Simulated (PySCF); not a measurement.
```yaml
atoms:
  - { symbol: B, position_ang: [2.4234, -0.0119, 0.0653] }
  - { symbol: C, position_ang: [0.8796, -0.0046, 0.0211] }
  - { symbol: C, position_ang: [0.1662, 1.0340, -0.5951] }
  - { symbol: C, position_ang: [-1.2149, 1.0437, -0.6350] }
  - { symbol: C, position_ang: [-1.9321, 0.0093, -0.0545] }
  - { symbol: C, position_ang: [-1.2574, -1.0317, 0.5639] }
  - { symbol: C, position_ang: [0.1238, -1.0362, 0.5973] }
  - { symbol: H, position_ang: [3.0289, 0.8636, -0.4195] }
  - { symbol: H, position_ang: [2.9906, -0.8928, 0.5850] }
  - { symbol: H, position_ang: [0.7156, 1.8466, -1.0487] }
  - { symbol: H, position_ang: [-1.7380, 1.8572, -1.1180] }
  - { symbol: H, position_ang: [-3.0125, 0.0150, -0.0834] }
  - { symbol: H, position_ang: [-1.8136, -1.8389, 1.0193] }
  - { symbol: H, position_ang: [0.6398, -1.8538, 1.0800] }
```

Geometry: GFN2-xTB.

Theory: wB97X-D/def2-SVPD, SCF density, gas phase (PySCF 2.14.0).

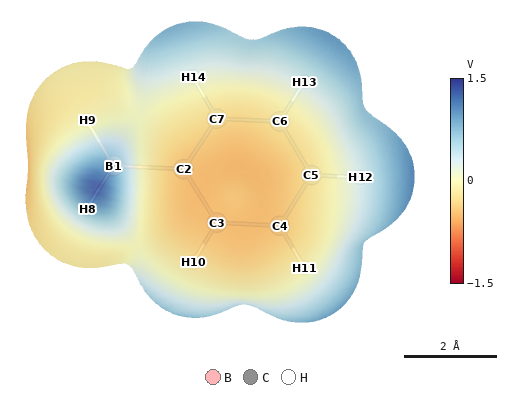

C$_{6}$H$_{7}$B (SMILES Bc1ccccc1). The molecular electrostatic potential painted on the density surface at 0.002 e/bohr³, seen at a tilt; the colour scale runs from red (negative) to blue (positive).

Where is the surface potential most negative and most positive?

The most negative region (about −0.5 V) lies over the π face of the C atoms, the most positive (about +1.3 V) over B1.

What dipole moment does the calculation give?

Its dipole moment is 1.48 D.
